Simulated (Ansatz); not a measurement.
# CH4N2Si: a few dozen steps of dynamics

What does CH4N2Si do in its first 10 fs with a Nosé-Hoover thermostat, with the temperature set to 700 K?

The runs use Ansatz 0.2.0, Gaussian basis; r2SCAN/def2-SVP with D3(BJ) with three-body dispersion.

## (1) The relaxed structure

The geometry comes from an earlier relaxation with PBE0-D4 in a triple-zeta def2 set; it is a stationary point, not always the lowest conformer.

SMILES `N[SiH]1C=N1`, 8 atoms, charge 0, spin multiplicity 1.

Atoms are counted from 1 here; the program's logs count them from 0.

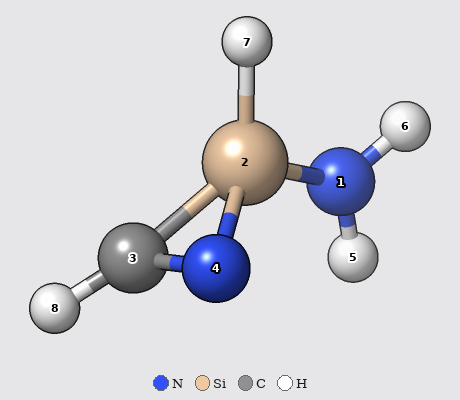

The structure; nitrogen blue, silicon light orange, carbon grey, hydrogen white; atoms are numbered from 1 in the order of the file.

## (2) Dynamics

File in.yaml:

```yaml
crystal:
  periodic: [false, false, false]
  atoms:
    - {symbol: N, position_ang: [-0.590254, 1.333761, -0.178388]}
    - {symbol: Si, position_ang: [0.480139, 0.073940, 0.189445]}
    - {symbol: C, position_ang: [0.029123, -1.628834, 0.245588]}
    - {symbol: N, position_ang: [0.670798, -1.354824, -0.840497]}
    - {symbol: H, position_ang: [-1.483296, 1.186425, -0.616563]}
    - {symbol: H, position_ang: [-0.277162, 2.287475, -0.238619]}
    - {symbol: H, position_ang: [1.668113, 0.636410, 0.853553]}
    - {symbol: H, position_ang: [-0.405460, -2.591453, 0.529681]}
basis:
  gaussian: {orbitals: def2-SVP}
hamiltonian: {xc: {name: r2SCAN}, dispersion: d3bjatm}
md: {timestep: 0.5 fs, n_steps: 20, ensemble: nvt_nose_hoover, temperature: 700, initial_velocities: maxwell_boltzmann, seed: 203}
```

Launch:

```console
ansatz run in.yaml --threads 2 --pin off --events-out ev --progress --plain --max-ram 4352MiB
```

Standard output, cut to the lines that bear on the results:

```text
Functional definition: r2SCAN
  name "r2SCAN"
  cite "Furness, Kaplan, Ning, Perdew & Sun, J. Phys. Chem. Lett. 11, 8208 (2020) doi:10.1021/acs.jpclett.0c02405"
  cite "Furness, Kaplan, Ning, Perdew & Sun, J. Phys. Chem. Lett. 11, 9248 (2020) doi:10.1021/acs.jpclett.0c03077"
  parent r2scan
[...]
930 factors; their error is unknown
[...]
mean field -11950.01166242 eV, -439.1548285852 hartree, gradient 3.5e-5 eV, S^2 0.000000; 0 other end points of the search recorded, 0 dependent functions left out
[...]
reference -11950.01167120 eV, -439.1548289077 hartree; 19, 19 occupied and 61, 61 virtual orbitals, 930 factors
md step     0: t =     0.00 fs  T =   700.0 K  F+E_penalty+E_count = -11950.05274173 eV  E_kin = 0.542892 eV  conserved = -11949.50984974 eV  (27 SCF iters)
[...]
md step     5: t =     2.50 fs  T =   483.9 K  F+E_penalty+E_count = -11949.88182013 eV  E_kin = 0.375305 eV  conserved = -11949.50654141 eV  (32 SCF iters)
[...]
md step    10: t =     5.00 fs  T =   532.0 K  F+E_penalty+E_count = -11949.92123498 eV  E_kin = 0.412631 eV  conserved = -11949.50878271 eV  (32 SCF iters)
[...]
md step    15: t =     7.50 fs  T =   408.6 K  F+E_penalty+E_count = -11949.82359080 eV  E_kin = 0.316871 eV  conserved = -11949.50714671 eV  (32 SCF iters)
[...]
md step    19: t =     9.50 fs  T =   464.2 K  F+E_penalty+E_count = -11949.86785273 eV  E_kin = 0.360008 eV  conserved = -11949.50858937 eV  (32 SCF iters)
[...]
md step    20: t =    10.00 fs  T =   454.8 K  F+E_penalty+E_count = -11949.86028606 eV  E_kin = 0.352700 eV  conserved = -11949.50842882 eV  (29 SCF iters)
Total energy: -11949.86029481 eV, -439.1492659281 hartree
Atom 0 at    -0.608228     1.259683    -0.205824 Å, force     1.050122     1.389245     0.738164 eV/Å
Atom 1 at     0.542038     0.084734     0.209843 Å, force    -0.943140     0.078154    -0.161817 eV/Å
Atom 2 at     0.001043    -1.582482     0.264932 Å, force     0.037446    -1.468263    -1.006163 eV/Å
Atom 3 at     0.611165    -1.324452    -0.881711 Å, force    -0.125825    -0.373401     1.063769 eV/Å
Atom 4 at    -1.386577     0.978764    -0.743651 Å, force    -1.123527    -0.209311    -0.791443 eV/Å
Atom 5 at    -0.451536     2.273162    -0.197111 Å, force    -0.127345    -0.586818    -0.028304 eV/Å
Atom 6 at     1.521099     0.596946     1.119204 Å, force     0.937597     0.404930     0.315083 eV/Å
Atom 7 at    -0.492426    -2.575738     0.504745 Å, force     0.294673     0.765465    -0.129289 eV/Å
Dipole moment:    -0.193399     0.465910     0.178308 e Å
```

Run time: 46 s. Hardware: 2 threads of Arm Neoverse V1, shared host.

## (3) The trajectory

Step by step, with energies from the first frame:

```tsv
time (fs)	T (K)	potential (meV)	conserved (meV)	C3–H8 (Å)
0.0	700	0.0	0.00	1.094
0.5	671	23.0	0.40	1.073
1.0	614	68.2	1.44	1.056
1.5	550	119.1	2.63	1.043
2.0	502	157.2	3.38	1.037
2.5	484	170.9	3.31	1.038
3.0	495	161.2	2.54	1.045
3.5	522	139.8	1.58	1.059
4.0	544	121.8	0.92	1.077
4.5	549	117.9	0.76	1.097
5.0	532	131.5	1.07	1.119
5.5	498	158.4	1.65	1.139
6.0	458	190.0	2.29	1.157
6.5	425	216.4	2.77	1.171
7.0	407	230.3	2.93	1.180
7.5	409	229.2	2.70	1.185
8.0	424	216.5	2.21	1.184
8.5	445	200.0	1.67	1.178
9.0	461	187.7	1.32	1.168
9.5	464	184.9	1.26	1.153
10.0	455	192.5	1.42	1.135
```

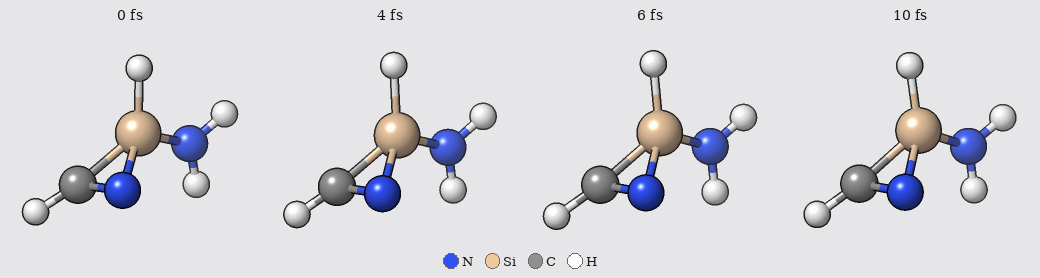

Four frames; sticks are those of the first frame.

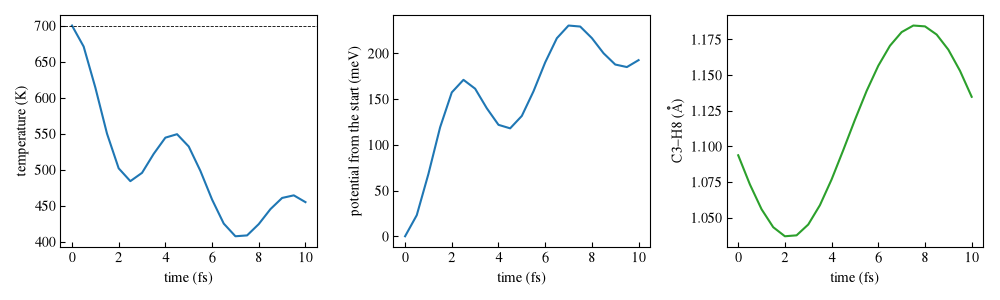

Temperature (the set value dashed), potential energy and the bond that swings most.

Positions (Å) and forces (eV/Å) at 10.0 fs:

```xyz
8

N    -0.608    1.260   -0.206    1.050    1.389    0.738
Si    0.542    0.085    0.210   -0.943    0.078   -0.162
C     0.001   -1.582    0.265    0.037   -1.468   -1.006
N     0.611   -1.324   -0.882   -0.126   -0.373    1.064
H    -1.387    0.979   -0.744   -1.124   -0.209   -0.791
H    -0.452    2.273   -0.197   -0.127   -0.587   -0.028
H     1.521    0.597    1.119    0.938    0.405    0.315
H    -0.492   -2.576    0.505    0.295    0.765   -0.129
```

## (4) Summary of results

| quantity | value |
| --- | --- |
| length | 20 steps of 0.5 fs |
| temperature, first and last frame | 700, 455 K |
| temperature, second half | mean 453 K, from 407 to 532 K |
| swing of the potential | 230 meV |
| largest change of the conserved energy | 3.38 meV |
| range of C3–H8 | 1.037 to 1.185 Å |

From 700 K at the start the temperature swings between 407 and 700 K: with 8 atoms it has no steady value yet; starting near a minimum, about half of the kinetic energy flows into the potential. The conserved energy moves by 3.38 meV, 1.5 % of the potential's swing, so the step is short enough for this stretch. C3–H8 swings most, by 0.15 Å; no bond breaks. A run of 10 fs gives no averages.
